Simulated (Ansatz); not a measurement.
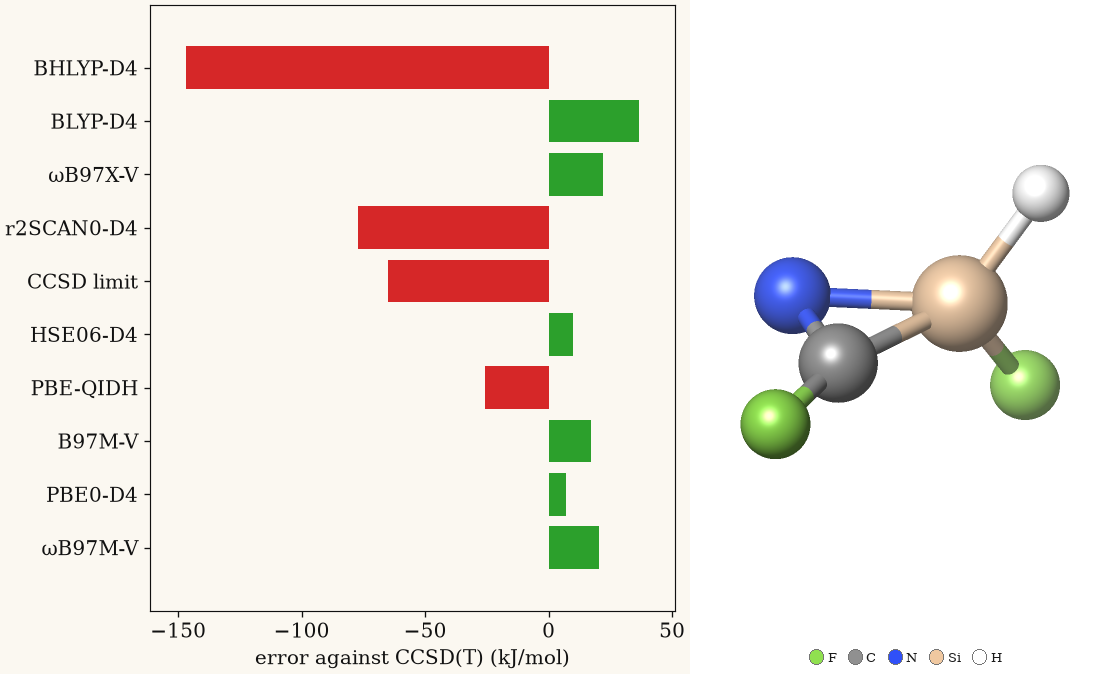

Error in the electronic atomisation energy (method less reference, so positive means overbinding) of CHF₂NSi, SMILES FC1=N[Si@@H]1F: functionals in def2-TZVPP against frozen-core CCSD(T) at the limit (MP2 extrapolated from triple and quadruple zeta, plus CCSD(T) less MP2 in a smaller set), which gives 2401.8 kJ/mol, at a PBE0-D4/def2-TZVP geometry (a minimum by its frequencies), no zero-point or spin-orbit term, the Ansatz code 0.2.0. The reference leaves out core correlation, a term that grows with the number of heavy atoms. PBE-QIDH holds a correlation term that converges slowly with the basis, so part of the distance to the limit is basis error. No dispersion term is added to PBE-QIDH. Limit means the basis limit.

What range do the values span?

From −146.9 kJ/mol (BHLYP-D4) to 36.6 kJ/mol (BLYP-D4).

Which of these levels overbind, and which underbind?

Overbind: BLYP-D4. Underbind: BHLYP-D4, r2SCAN0-D4, CCSD limit and PBE-QIDH. Within 25 kJ/mol of zero, too close to call in view of what the reference leaves out: ωB97X-V, HSE06-D4, B97M-V, PBE0-D4 and ωB97M-V.
